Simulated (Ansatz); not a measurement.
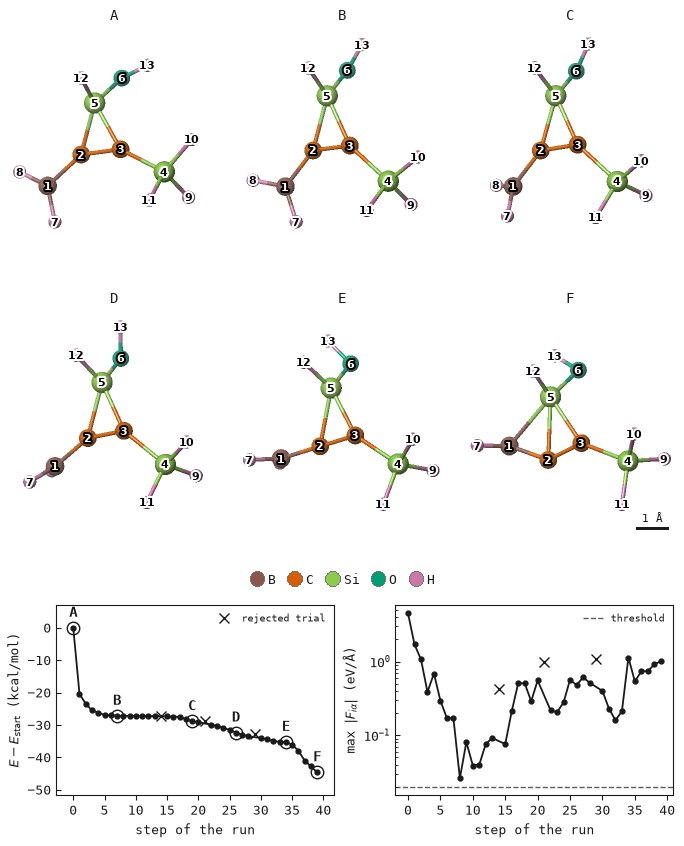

Frames of a relaxation of C2H7BOSi2, marked on the history of the run. The picture is a ball-and-stick view, seen at a tilt.

The run prepares the start of a later molecular dynamics calculation, from a guessed geometry.

Level of theory: RKS PBE0/STO-3G (Ansatz 0.2.0).

Input file:
```yaml
crystal:
  periodic: [false, false, false]
  atoms:
    - { symbol: B, position_ang: [-0.5075, -2.1997, 1.3381] }
    - { symbol: C, position_ang: [-0.0265, -0.798, 0.7805] }
    - { symbol: C, position_ang: [0.0976, 0.1001, -0.3682] }
    - { symbol: Si, position_ang: [-0.1018, 0.4209, -2.1454] }
    - { symbol: Si, position_ang: [0.7937, 0.6796, 1.1098] }
    - { symbol: O, position_ang: [-0.2158, 1.9353, 1.7662] }
    - { symbol: H, position_ang: [-1.0812, -2.9026, 0.6042] }
    - { symbol: H, position_ang: [-0.3694, -2.416, 2.4577] }
    - { symbol: H, position_ang: [-1.6194, 0.406, -2.3564] }
    - { symbol: H, position_ang: [0.3728, 1.7268, -2.4831] }
    - { symbol: H, position_ang: [0.4716, -0.6357, -2.9172] }
    - { symbol: H, position_ang: [2.2612, 0.9022, 1.0212] }
    - { symbol: H, position_ang: [-0.055, 2.7463, 1.2073] }
basis:
  gaussian: { orbitals: STO-3G }
hamiltonian:
  xc: pbe0
relax:
  f_tol: 0.02
  max_steps: 40
```

Command:
```bash
ansatz run input.yaml --threads 1 --pin off --max-ram 2048MiB --backend cpu --events-out ev --progress --plain --runs-dir out
```

> What happens along the run?

The relaxation stopped without meeting its thresholds, so the last structure isn't shown to be converged. It used up its limit of 40 steps. Over 36 accepted moves (39 points after the start) the energy falls by 44.6 kcal/mol. The largest force component goes from 4.5 to 1 eV/Å. The line search rejected the trial steps at points 14, 21, 29 of the run. H7 moves most after the best rigid fit: 2.26 Å. By element the largest moves are H 2.26 Å, C 0.84 Å, B 0.76 Å, Si 0.38 Å, O 0.29 Å. Among the contacts that change: B1–Si5 3.168 → 2.134 Å, C2–Si5 1.722 → 2.006 Å, C3–Si5 1.733 → 1.896 Å, C2–C3 1.463 → 1.323 Å. Bond angles that change, for instance: B1–C2–Si5 146.8° → 73.2°, C2–C3–Si4 150.1° → 137.9°, C2–Si5–C3 50.1° → 39.5°. Groups turn about Si5–O6 by about 125°, C3–Si4 by about 40°. Cost: 120 s on 1 thread of Arm Neoverse V2 (shared host), peak memory 0.15 GiB. From step 0 to 7: H13 moves most (0.80 Å), energy −27.2 kcal/mol. From step 7 to 19: H7 moves most (0.88 Å), energy −1.68 kcal/mol. From step 19 to 26: H7 moves most (0.90 Å), energy −3.49 kcal/mol. From step 26 to 34: H13 moves most (0.83 Å), energy −2.88 kcal/mol. From step 34 to 39: H atoms move most (0.50 Å), energy −9.38 kcal/mol.

Limits of the set-up: STO-3G is a minimal basis, so the numbers are rough.
